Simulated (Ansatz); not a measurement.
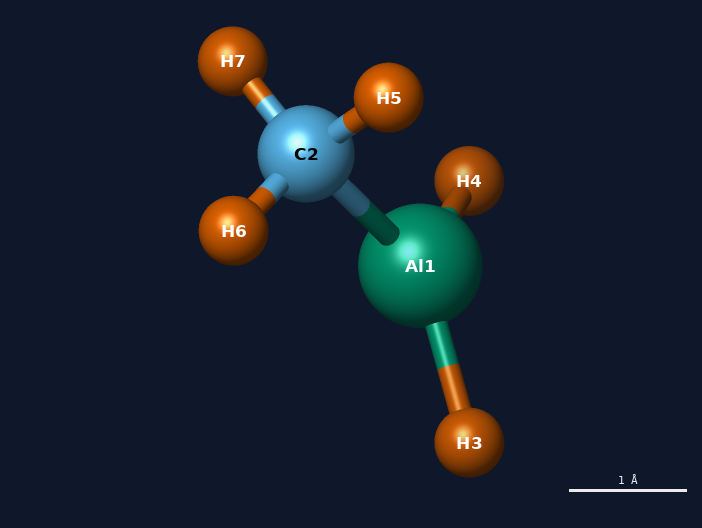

Atoms carry their numbers in the input. The geometry was computed by an optimisation with PBE0-D4/def2-TZVP.

List the bonds and their lengths.

```json
{"bond": "Al1–C2", "length (Å)": "1.950"}
{"bond": "Al1–H3", "length (Å)": "1.590"}
{"bond": "Al1–H4", "length (Å)": "1.590"}
{"bond": "C2–H5", "length (Å)": "1.097"}
{"bond": "C2–H6", "length (Å)": "1.093"}
{"bond": "C2–H7", "length (Å)": "1.093"}
```
